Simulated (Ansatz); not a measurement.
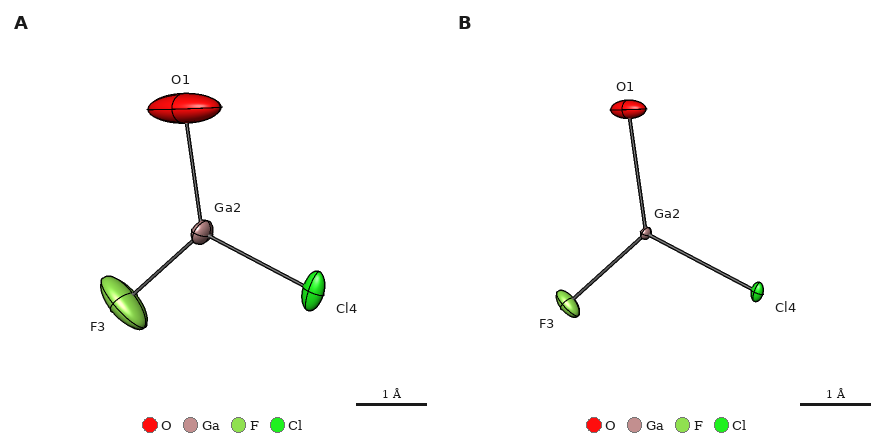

Displacement ellipsoids at the 50 % level, scaled by 2, from the internal vibrations of the free molecule (harmonic, no overall translation or rotation; no half-axis is drawn under 0.075 Å). The species is neutral and a spin doublet. Vibrations computed with UKS PBE0-D4/def2-TZVP (Ansatz 0.2.0). One panel is for 200 K, the other for 900 K.

**Which panel is for 900 K?**

A.

**How much does the mean-square displacement of O1 grow, and why?**

U_eq goes from 0.0047 to 0.0183 Å², a factor of 3.9. Modes below kT (626 cm⁻¹ at 900 K) grow about in proportion to T, and the lowest lies at 135 cm⁻¹; the mean-square amplitude of a mode is its zero-point value times coth(ħω/2kT), which comes close to 1 only above about 3kT.
